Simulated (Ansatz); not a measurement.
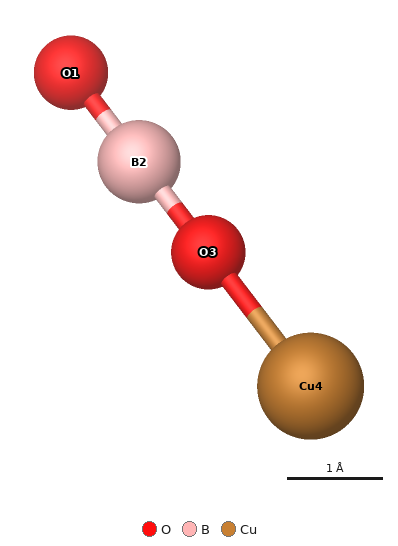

Fig. 1: The input geometry (ball-and-stick view, seen at an oblique angle; atoms are numbered from 1 in the order of the input). Sticks mark near contacts. Bond lengths as drawn: B–O 1.26 to 1.28 Å and Cu–O 1.89 Å.

# Geometry relaxation of CuBO$_{2}$ (charge −1)

The run: geometry relaxation of CuBO$_{2}$, charge −1, multiplicity 2. Method and program: UKS PBE0-D4/def2-TZVPPD (Ansatz 0.2.0).

Figures and captions count atoms from 1; the log counts them from 0 in places.

**Output**
```
The last accepted step is kept in [file] (removed where the run ends without a failure and the disk answers)
Engine: ansatz 0.2.0, aarch64-unknown-linux-gnu
Functional definition: PBE0
  parameter a = 0.25
  parameter kappa = 0.804
  parameter beta = 0.06672455060314922
  exchange = (1 - a)*pbe_x(kappa = kappa, mu = beta*pi^2/3) + a*exact_x
  correlation = pbe_c(beta = beta)
1119 factors; their error is unknown
mean field evaluation 1: about -49395.9798 eV, gradient 6.9e1 eV
mean field evaluation 2: about -49339.1309 eV, gradient 1.7e2 eV
mean field evaluation 4: about -49404.4832 eV, gradient 1.6e1 eV
mean field evaluation 8: about -49405.4464 eV, gradient 5.3e-1 eV
mean field evaluation 16: about -49405.5744 eV, gradient 3.8e-3 eV
mean field -49405.57438005 eV, -1815.6213701656 hartree, gradient 2.4e-5 eV, S^2 0.753911; 0 other end points of the search recorded, 0 dependent functions left out
the calculation of the forces begins
reference -49405.57441677 eV, -1815.6213715153 hartree; 26, 25 occupied and 158, 159 virtual orbitals, 1119 factors
relax step   1: F+E_penalty+E_count = -49405.64622620 eV  Δ(F+E_penalty+E_count) = +0.000e0 eV  max|allowed force component| = 1.015e0 eV/Å  Δτ_max = 0.0000 Å  (41 SCF iters, accepted)
these checks for a lower state are left out or cut short: starts, cluster_reference, orbital_swaps, neighbouring_geometries, increment
1119 factors; their error is unknown
mean field -49405.58672455 eV, -1815.6218238178 hartree, gradient 1.8e-5 eV, S^2 0.753911; 0 other end points of the search recorded, 0 dependent functions left out
the calculation of the forces begins
reference -49405.58676140 eV, -1815.6218251719 hartree; 26, 25 occupied and 158, 159 virtual orbitals, 1119 factors
relax step   2: F+E_penalty+E_count = -49405.65871822 eV  Δ(F+E_penalty+E_count) = -1.249e-2 eV  max|allowed force component| = 3.038e-1 eV/Å  Δτ_max = 0.0117 Å  (42 SCF iters, accepted)
these checks for a lower state are left out or cut short: starts, cluster_reference, orbital_swaps, neighbouring_geometries, increment
1119 factors; their error is unknown
mean field evaluation 32: about -49405.4628 eV, gradient 1.2e-3 eV
mean field -49405.58778464 eV, -1815.6218627753 hartree, gradient 1.5e-5 eV, S^2 0.753902; 0 other end points of the search recorded, 0 dependent functions left out
the calculation of the forces begins
reference -49405.58782154 eV, -1815.6218641312 hartree; 26, 25 occupied and 158, 159 virtual orbitals, 1119 factors
relax step   3: F+E_penalty+E_count = -49405.65978908 eV  Δ(F+E_penalty+E_count) = -1.071e-3 eV  max|allowed force component| = 5.629e-2 eV/Å  Δτ_max = 0.0038 Å  (44 SCF iters, accepted)
these checks for a lower state are left out or cut short: starts, cluster_reference, orbital_swaps, neighbouring_geometries, increment
1119 factors; their error is unknown
mean field -49405.58801238 eV, -1815.6218711447 hartree, gradient 2.6e-5 eV, S^2 0.753893; 0 other end points of the search recorded, 0 dependent functions left out
the calculation of the forces begins
reference -49405.58804930 eV, -1815.6218725014 hartree; 26, 25 occupied and 158, 159 virtual orbitals, 1119 factors
relax step   4: F+E_penalty+E_count = -49405.65998020 eV  Δ(F+E_penalty+E_count) = -1.911e-4 eV  max|allowed force component| = 1.201e-2 eV/Å  Δτ_max = 0.0044 Å  (46 SCF iters, accepted)
these checks for a lower state are left out or cut short: starts, cluster_reference, orbital_swaps, neighbouring_geometries, increment
1119 factors; their error is unknown
mean field -49405.58802496 eV, -1815.6218716068 hartree, gradient 3.5e-5 eV, S^2 0.753891; 0 other end points of the search recorded, 0 dependent functions left out
the calculation of the forces begins
reference -49405.58806187 eV, -1815.6218729635 hartree; 26, 25 occupied and 158, 159 virtual orbitals, 1119 factors
relax step   5: F+E_penalty+E_count = -49405.65998544 eV  Δ(F+E_penalty+E_count) = -5.238e-6 eV  max|allowed force component| = 1.013e-2 eV/Å  Δτ_max = 0.0008 Å  (31 SCF iters, accepted)
these checks for a lower state are left out or cut short: starts, cluster_reference, orbital_swaps, neighbouring_geometries, increment
1119 factors; their error is unknown
mean field -49405.58802579 eV, -1815.6218716373 hartree, gradient 2.6e-5 eV, S^2 0.753891; 0 other end points of the search recorded, 0 dependent functions left out
the calculation of the forces begins
reference -49405.58806270 eV, -1815.6218729940 hartree; 26, 25 occupied and 158, 159 virtual orbitals, 1119 factors
relax step   6: F+E_penalty+E_count = -49405.65998586 eV  Δ(F+E_penalty+E_count) = -4.243e-7 eV  max|allowed force component| = 1.868e-5 eV/Å  Δτ_max = 0.0001 Å  (26 SCF iters, accepted)
1119 factors; their error is unknown
mean field evaluation 64: about -49405.4330 eV, gradient 1.6e0 eV
```

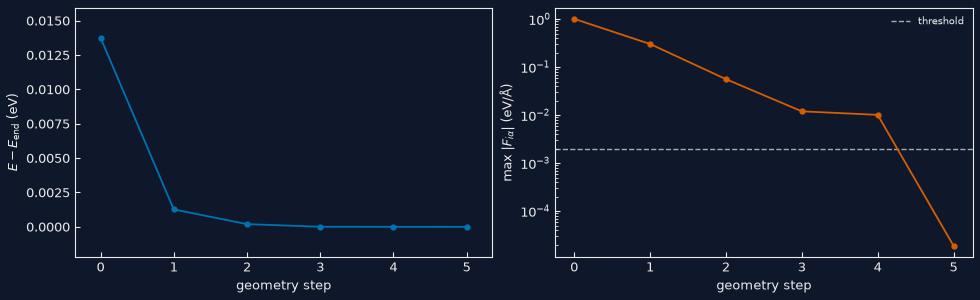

Fig. 2: Progress of the relaxation, step by step (the first geometry is step 0 here and step 1 in the log). The energy falls by 0.014 eV in 5 geometry steps. The largest force component goes from 1 to under 0.0001 eV/Å. O3 moves most after the best rigid fit: 0.014 Å. Largest moves by element: O 0.014 Å, Cu 0.005 Å, B 0.002 Å. Among the contacts that change: O3–Cu4 1.892 → 1.911 Å, O1–B2 1.258 → 1.245 Å, B2–O3 1.279 → 1.267 Å. (Atoms are counted from 1 in the order of the input.)

```
mean field -49405.58802579 eV, -1815.6218716373 hartree, gradient 2.6e-5 eV, S^2 0.753891; 1 other end points of the search recorded, 0 dependent functions left out
the calculation of the forces begins
reference -49405.58806270 eV, -1815.6218729940 hartree; 26, 25 occupied and 158, 159 virtual orbitals, 1119 factors
Total energy: -49405.66002278 eV, -1815.6245174780 hartree
Atom 0 at    -0.000000    -0.000000    -2.044756 Å, force     0.000000    -0.000000    -0.000006 eV/Å
Atom 1 at     0.000000     0.000000    -0.799857 Å, force    -0.000000     0.000000     0.000015 eV/Å
Atom 2 at     0.000000    -0.000000     0.466985 Å, force    -0.000000     0.000000    -0.000019 eV/Å
Atom 3 at    -0.000000     0.000000     2.377619 Å, force     0.000000    -0.000000     0.000010 eV/Å
Dipole moment:     0.000000    -0.000000     0.503470 e Å
```

**Trajectory as extended XYZ (Å, eV, eV/Å), 6 frames, from step=1 to step=6**
```
4
Properties=species:S:1:pos:R:3:forces:R:3 step=1 energy=-49405.64623
O     0.0000    0.0000   -2.0563    0.0000   0.0000   1.0051
B     0.0000    0.0000   -0.7981    0.0000   0.0000  -0.1602
O     0.0000    0.0000    0.4813    0.0000   0.0000  -1.0147
Cu    0.0000    0.0000    2.3731    0.0000   0.0000   0.1698
4
Properties=species:S:1:pos:R:3:forces:R:3 step=2 energy=-49405.65872
O     0.0000    0.0000   -2.0446    0.0000   0.0000   0.1992
B     0.0000    0.0000   -0.7973    0.0000   0.0000  -0.0103
O     0.0000    0.0000    0.4724    0.0000   0.0000  -0.3038
Cu    0.0000    0.0000    2.3696    0.0000   0.0000   0.1149
4
Properties=species:S:1:pos:R:3:forces:R:3 step=3 energy=-49405.65979
O     0.0000    0.0000   -2.0427    0.0000   0.0000  -0.0270
B     0.0000    0.0000   -0.7982    0.0000   0.0000   0.0140
O     0.0000    0.0000    0.4685    0.0000   0.0000  -0.0433
Cu    0.0000    0.0000    2.3723    0.0000   0.0000   0.0563
4
Properties=species:S:1:pos:R:3:forces:R:3 step=4 energy=-49405.65998
O     0.0000    0.0000   -2.0443    0.0000   0.0000  -0.0120
B     0.0000    0.0000   -0.7996    0.0000   0.0000   0.0073
O     0.0000    0.0000    0.4672    0.0000   0.0000  -0.0038
Cu    0.0000    0.0000    2.3768    0.0000   0.0000   0.0085
4
Properties=species:S:1:pos:R:3:forces:R:3 step=5 energy=-49405.65998
O     0.0000    0.0000   -2.0448    0.0000   0.0000   0.0059
B     0.0000    0.0000   -0.7998    0.0000   0.0000  -0.0101
O     0.0000    0.0000    0.4670    0.0000   0.0000   0.0038
Cu    0.0000    0.0000    2.3776    0.0000   0.0000   0.0004
4
Properties=species:S:1:pos:R:3:forces:R:3 step=6 energy=-49405.65999
O     0.0000    0.0000   -2.0448    0.0000   0.0000   0.0000
B     0.0000    0.0000   -0.7999    0.0000   0.0000   0.0000
O     0.0000    0.0000    0.4670    0.0000   0.0000   0.0000
Cu    0.0000    0.0000    2.3776    0.0000   0.0000   0.0000
```

The run was set up as follows.

**Input**
```yaml
crystal:
  periodic: [false, false, false]
  atoms:
    - { symbol: O, position_ang: [0.0, 0.0, -2.05634825] }
    - { symbol: B, position_ang: [0.0, 0.0, -0.79806253] }
    - { symbol: O, position_ang: [0.0, 0.0, 0.48132165] }
    - { symbol: Cu, position_ang: [0.0, 0.0, 2.37307913] }
magnetization:
  spin_polarized: true
  initial_magnetization: 1
total_charge: -1
basis:
  gaussian: { orbitals: def2-TZVPPD.json }
hamiltonian:
  xc: pbe0
  dispersion: d4
relax:
  f_tol: 0.002
  max_steps: 150
```

Launched with:
```bash
ansatz run input.yaml --threads 4 --pin off --max-ram 10240MiB --backend cpu --events-out ev --progress --plain --runs-dir out
```

**Key numbers**

| quantity | value |
| --- | --- |
| outcome | converged |
| total energy | −49405.6600 eV |
| mean-field energy | −49405.5881 eV |
| ⟨S²⟩ | 0.754 |
| SCF solution under orbital rotations | stable |
| largest force (length of the vector) at the end | under 0.001 eV/Å |
| hardware | 4 threads of Arm Neoverse N1, 98 GiB of memory available, shared host |
| wall time | 43 s (CPU time 2.7 min) |
| peak memory | 0.53 GiB |
